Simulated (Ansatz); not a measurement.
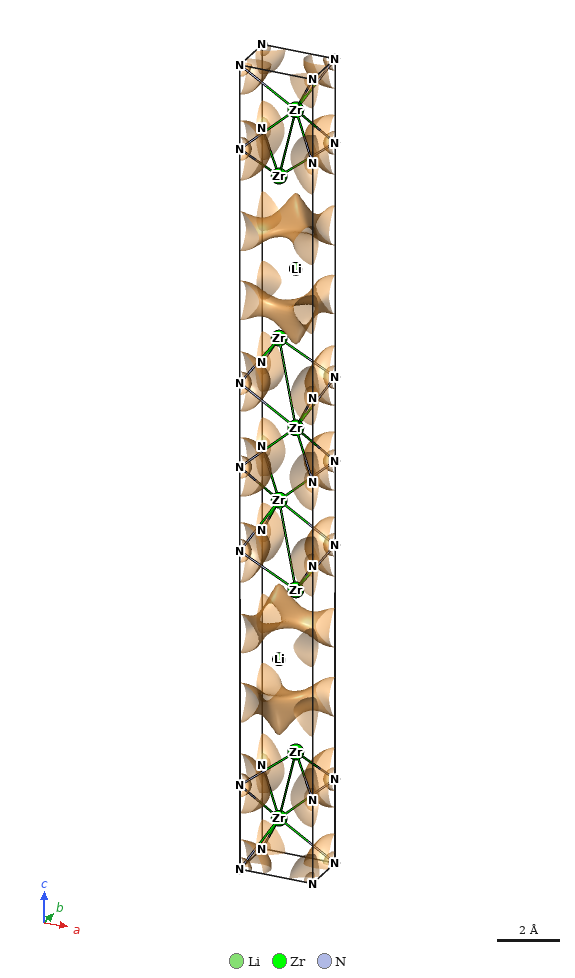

The picture shows: LiZr4N3. Isosurface of the ELF at 0.6 (orange), seen slightly off an axis. Only the valence region is drawn (cores and ρ < 0.01 e/Å³ removed). Sticks mark near contacts.

Space group P6₃/mmc; a generated structure, not necessarily the stable one.

These are results of Ansatz 0.2.0, DFT PBE, scalar-relativistic, plane waves, PAW, not measurements.

Core electrons are frozen (PAW), and the valence fields are smoothed inside the atomic spheres.

Question: Identify the bonds, lone pairs and shells in this picture.

Answer: At this value the surface marks out six regions wrapped around N (the valence shell of each) and sheets that run through the cell in two directions, counted in one cell of 16 atoms. Any copies at cell faces, edges or corners count once.

Values along the shortest contacts:
Zr–N (2.21 Å): the ELF peaks at about 0.80 in the valence shell of N, 0.6 Å from its nucleus, and drops to about 0.20 between the two atoms: no shared electron pair shows on this line. Zr–Zr (3.19 Å): the ELF is about 0.10 at the midpoint: no localised pair shows between them.
